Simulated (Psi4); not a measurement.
# Ge2H6 (digermane): HSE06/6-31G(d) (spherical functions)

What is the vertical ionisation energy of Ge2H6 (digermane) at HSE06/6-31G* (spherical functions)? 

The calculation is run with Psi4 1.11.

3 further runs of the same task are left out: 1 that didn't finish, 2 set aside as unsound or not needed.

## Step 1: Starting point

The species is Ge2H6 (8 atoms), meant as a singlet with charge 0. SMILES: `[GeH3][GeH3]`. Geometry: relaxed at PBE0-D4/def2-TZVP.

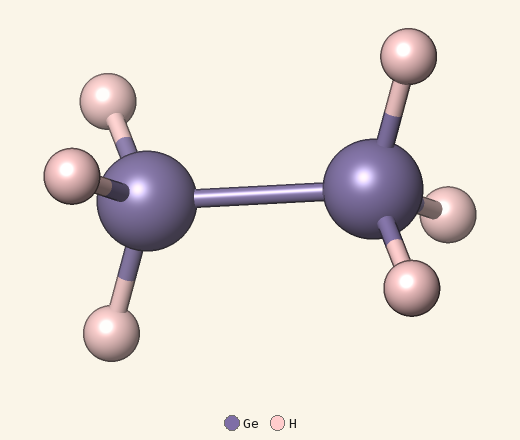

The structure, seen from a chosen angle (germanium purple, hydrogen pink).

## Step 2: A single-point energy at HSE06/6-31G(d) (spherical functions)

File ge2h6.in:

```
memory 2.2 GB

molecule m {
  0 1
  Ge
  Ge 1 2.420084
  H 1 1.537253 2 110.33301
  H 1 1.537267 3 108.59568 2 -121.04046
  H 1 1.537259 3 108.59615 4 -117.9175
  H 2 1.537262 1 110.33334 3 179.66722
  H 2 1.537261 6 108.59582 1 121.04032
  H 2 1.537257 7 108.59605 6 -117.9175
  symmetry c1
}

set {
  basis 6-31G*
  reference rks
  puream true
  e_convergence 1e-09
  d_convergence 1e-08
  scf_type pk
  dft_radial_points 99
  dft_spherical_points 590
}

result, w = energy('hse06', return_wfn=True)
oeprop(w, 'DIPOLE', 'MULLIKEN_CHARGES', 'WIBERG_LOWDIN_INDICES', title='HSE06')
```

The run is started by

```console
psi4 -i ge2h6.in -o ge2h6.out -n 1
```

ge2h6.out:

```text
[...]
  Running in c1 symmetry.
[...]
  Nuclear repulsion =  323.373971152573972
[...]
  Multiplicity = 1
[...]
  Nalpha       = 35
  Nbeta        = 35
[...]
    Number of basis functions: 76
[...]
   @RKS iter   1: -4153.67324939011814   -3.75989e+00   4.93211e-02 ADIIS/DIIS
[...]
   @RKS iter  10: -4156.48468449962365    9.09495e-13   1.31508e-09 DIIS
[...]
    Orbital Energies [Eh]
    ---------------------
    Doubly Occupied:
       1A   -399.080116     2A   -399.080095     3A    -49.926653
       4A    -49.926617     5A    -44.402745     6A    -44.402716
       7A    -44.402438     8A    -44.402438     9A    -44.402434
      10A    -44.402434    11A     -6.289474    12A     -6.289435
      13A     -4.440553    14A     -4.440178    15A     -4.440107
      16A     -4.440107    17A     -4.440070    18A     -4.440070
      19A     -1.218815    20A     -1.216644    21A     -1.216644
      22A     -1.215441    23A     -1.215441    24A     -1.213639
      25A     -1.213639    26A     -1.211881    27A     -1.211881
      28A     -1.210414    29A     -0.583423    30A     -0.518813
      31A     -0.351928    32A     -0.351926    33A     -0.326224
      34A     -0.326222    35A     -0.283163
[...]
  @RKS Final Energy: -4156.48468449962365
   => Energetics <=
    Nuclear Repulsion Energy =            323.3739711525739722
    One-Electron Energy =               -6437.0570560413980274
    Two-Electron Energy =                2078.7587338766293215
    DFT Exchange-Correlation Energy =    -121.5603334874287214
    Empirical Dispersion Energy =           0.0000000000000000
    VV10 Nonlocal Energy =                  0.0000000000000000
    Total Energy =                      -4156.4846844996236541
[...]
 Multipole Moments:
 ------------------------------------------------------------------------------------
     Multipole            Electronic (a.u.)      Nuclear  (a.u.)        Total (a.u.)
 ------------------------------------------------------------------------------------
 L = 1.  Multiply by 2.5417464519 to convert [e a0] to [Debye]
 Dipole X            :         -0.0000019            0.0000001           -0.0000018
 Dipole Y            :          0.0000047            0.0000004            0.0000051
 Dipole Z            :          0.0000002           -0.0000002            0.0000000
 Magnitude           :                                                    0.0000054
[...]
  Mulliken Charges: (a.u.)
   Center  Symbol    Alpha    Beta     Spin     Total
       1    GE    16.06264 16.06264  0.00000 -0.12527
       2    GE    16.06264 16.06264  0.00000 -0.12527
       3     H     0.47912  0.47912  0.00000  0.04176
       4     H     0.47912  0.47912  0.00000  0.04175
       5     H     0.47912  0.47912  0.00000  0.04176
       6     H     0.47912  0.47912  0.00000  0.04176
       7     H     0.47912  0.47912  0.00000  0.04176
       8     H     0.47912  0.47912  0.00000  0.04176
   Total alpha = 35.00000, Total beta = 35.00000, Total charge = -0.00000
[...]
```

It took 55 s on 1 thread of Intel Xeon Platinum 8259CL at 2.50GHz (Skylake/Cascade Lake), shared host; peak memory 1 GiB.

## Step 3: The doublet cation

File input.dat:

```
memory 2.2 GB

molecule molecule1 {
  1 2
  Ge    -0.569150     0.281910    -1.029950
  Ge     0.569150    -0.281910     1.029950
  H     -0.360530    -0.825230    -2.075830
  H     -2.077470     0.442320    -0.780090
  H     -0.023210     1.601970    -1.597890
  H      0.367430     0.829100     2.073090
  H      2.076310    -0.450460     0.778490
  H      0.017470    -1.597700     1.602230
  units angstrom
  symmetry c1
}

set {
  reference uks
  puream true
  e_convergence 1e-09
  d_convergence 1e-08
  scf_type pk
  dft_radial_points 99
  dft_spherical_points 590
  maxiter 100
}

result, w = energy('hse06/6-31G*', return_wfn=True)
print_variables()
```

The run is started by

```console
psi4 input.dat output.dat -n 1
```

output.dat:

```text
[...]
  Running in c1 symmetry.
[...]
  Nuclear repulsion =  323.373940276510041
[...]
  Multiplicity = 2
[...]
  Nalpha       = 35
  Nbeta        = 34
[...]
    Number of basis functions: 76
[...]
   @UKS iter   1: -4153.45261468039735   -3.53925e+00   4.87984e-02 ADIIS/DIIS
[...]
   @UKS iter  14: -4156.10867706827503   -3.63798e-12   4.44238e-09 DIIS
[...]
   @S^2 Observed:                7.517118684E-01
[...]
    Orbital Energies [Eh]
    ---------------------
    Alpha Occupied:
       1A   -399.332412     2A   -399.332390     3A    -50.178756
       4A    -50.178720     5A    -44.657033     6A    -44.657005
       7A    -44.653636     8A    -44.653636     9A    -44.653632
      10A    -44.653632    11A     -6.542175    12A     -6.542131
      13A     -4.700017    14A     -4.699620    15A     -4.689294
      16A     -4.689294    17A     -4.689255    18A     -4.689255
      19A     -1.478184    20A     -1.471419    21A     -1.471419
      22A     -1.468424    23A     -1.467894    24A     -1.467893
      25A     -1.461649    26A     -1.461649    27A     -1.461334
      28A     -1.461334    29A     -0.837543    30A     -0.751536
      31A     -0.576878    32A     -0.576878    33A     -0.547752
      34A     -0.547529    35A     -0.547529
[...]
  @UKS Final Energy: -4156.10867706827503
   => Energetics <=
    Nuclear Repulsion Energy =            323.3739402765100408
    One-Electron Energy =               -6419.7169092878011725
    Two-Electron Energy =                2061.5534137215504416
    DFT Exchange-Correlation Energy =    -121.3191217785348783
    Empirical Dispersion Energy =           0.0000000000000000
    VV10 Nonlocal Energy =                  0.0000000000000000
    Total Energy =                      -4156.1086770682750284
[...]
 Multipole Moments:
 ------------------------------------------------------------------------------------
     Multipole            Electronic (a.u.)      Nuclear  (a.u.)        Total (a.u.)
 ------------------------------------------------------------------------------------
 L = 1.  Multiply by 2.5417464519 to convert [e a0] to [Debye]
 Dipole X            :          0.0000011            0.0000000            0.0000011
 Dipole Y            :          0.0000003            0.0000000            0.0000003
 Dipole Z            :         -0.0000001            0.0000000           -0.0000001
 Magnitude           :                                                    0.0000012
[...]
```

Wall time 80 s (1 thread of Intel Xeon Platinum 8259CL at 2.50GHz (Skylake/Cascade Lake), shared host); peak memory 1 GiB.

## Step 4: Results

At HSE06/6-31G* (spherical functions):

| quantity | value |
| --- | --- |
| singlet Ge2H6: total energy | -4156.48468 Eh |
| singlet Ge2H6: dipole moment | 0.00 D |
| singlet Ge2H6: HOMO energy | -7.71 eV |
| singlet Ge2H6: LUMO energy | 0.05 eV |
| singlet Ge2H6: HOMO–LUMO gap | 7.75 eV |
| doublet cation: total energy | -4156.10868 Eh |
| doublet cation: HOMO energy (highest over α and β) | -14.66 eV |
| doublet cation: LUMO energy (lowest over α and β) | -12.75 eV |
| doublet cation: ⟨S²⟩ | 0.752 |
| vertical ionisation energy (to the doublet cation) | 10.232 eV |

What this shows: Removing an electron at fixed nuclei costs 10.23 eV (987 kJ/mol). −ε(HOMO) before ionisation, 7.71 eV, is 2.53 eV below this ionisation energy. Mulliken charges (singlet Ge2H6) run from -0.13 on Ge1 to +0.04 on H3; they depend strongly on the basis.
